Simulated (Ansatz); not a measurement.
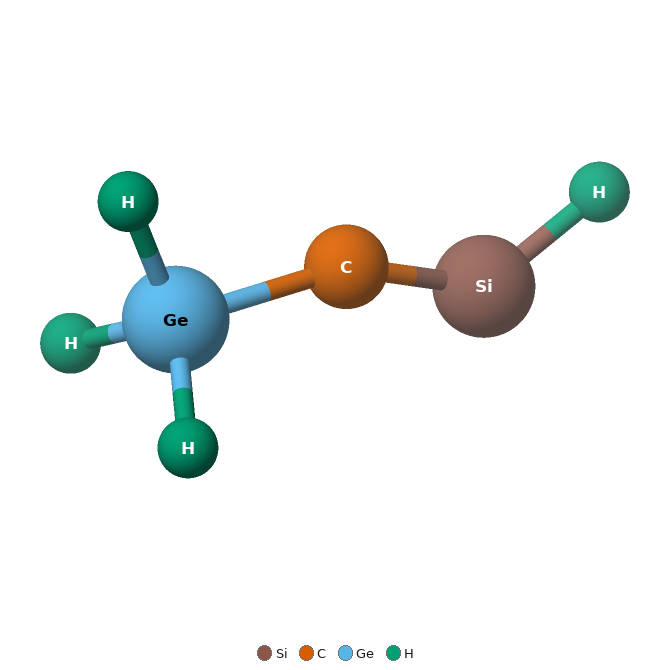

The picture shows the input geometry.

Ansatz 0.2.0 input:

```yaml
crystal:
  periodic: [false, false, false]
  atoms:
    - {symbol: Si, position_ang: [-1.072486, -1.953375, -0.409192]}
    - {symbol: C, position_ang: [-0.462909, -0.518260, 0.100815]}
    - {symbol: Ge, position_ang: [0.698936, 0.991302, 0.025927]}
    - {symbol: H, position_ang: [-2.164965, -2.766154, 0.179441]}
    - {symbol: H, position_ang: [0.499275, 1.792761, -1.271199]}
    - {symbol: H, position_ang: [0.328153, 1.879636, 1.226439]}
    - {symbol: H, position_ang: [2.173997, 0.574091, 0.147771]}
basis:
  gaussian: {orbitals: def2-TZVPP}
hamiltonian: {xc: {name: wB97M-V}}
```

Command:

```sh
ansatz run in.yaml --threads 2 --pin off --events-out ev --progress --plain --max-ram 4352MiB
```

Result:

```
Functional definition: wB97M-V
  name "wB97M-V"
  cite "Mardirossian & Head-Gordon, J. Chem. Phys. 144, 214110 (2016) doi:10.1063/1.4952647"
  cite "Becke, J. Chem. Phys. 107, 8554 (1997) doi:10.1063/1.475007"
  cite "Vydrov & Van Voorhis, J. Chem. Phys. 133, 244103 (2010) doi:10.1063/1.3521275"
  # Of w^i u^j: cxij and so on, Table III.
  parameter omega = 0.3/bohr
  parameter cx = 0.15
  parameter cx01 = 1.007
  parameter cx10 = 0.259
  parameter css00 = 0.443
  parameter css04 = -1.437
  parameter css10 = -4.535
  parameter css20 = -3.390
  parameter css43 = 4.278
  parameter cos00 = 1.000
  parameter cos10 = 1.358
  parameter cos20 = 2.924
  parameter cos21 = -8.812
  parameter cos60 = -1.390
  parameter cos61 = 9.142
  parameter b = 6.0
  parameter c = 0.01
  gx(w, u) = 1 - cx + cx01*u + cx10*w
  gss(w, u) = css00 + css04*u^4 + css10*w + css20*w^2 + css43*w^4*u^3
  gos(w, u) = cos00 + cos10*w + (cos20 + cos21*u)*w^2 + (cos60 + cos61*u)*w^6
  exchange = spin_sum(e_x_unif_sr(omega)*gx(b97_w, b97_u_x)) + cx*exact_x_sr(omega) + exact_x_lr(omega)
  correlation = spin_sum(e_c_pw_mod_same_spin*gss(b97_w, b97_u_same))
      + integral(e_c_pw_mod_opposite_spin*gos(b97_w_opposite, b97_u_opposite)) + vv10(b, c)
1093 factors; their error is unknown
235 factors; integrals over basis functions are off by at most 1.8e-5 eV
mean field evaluation 1: about -65482.3057 eV, gradient 5.5e1 eV
mean field evaluation 2: about -65468.6708 eV, gradient 8.2e1 eV
mean field evaluation 4: about -65489.7109 eV, gradient 5.6e0 eV
mean field evaluation 8: about -65489.7600 eV, gradient 9.7e-2 eV
mean field evaluation 16: about -65489.9243 eV, gradient 2.2e-4 eV
mean field -65489.92430521 eV, -2406.7103275512 hartree, gradient 3.2e-5 eV, S^2 0.000000; 0 other end points of the search recorded, 0 dependent functions left out
reference -65489.92435322 eV, -2406.7103293159 hartree; 28, 28 occupied and 149, 149 virtual orbitals, 1093 factors
Total energy: -65489.92435322 eV, -2406.7103293159 hartree
```
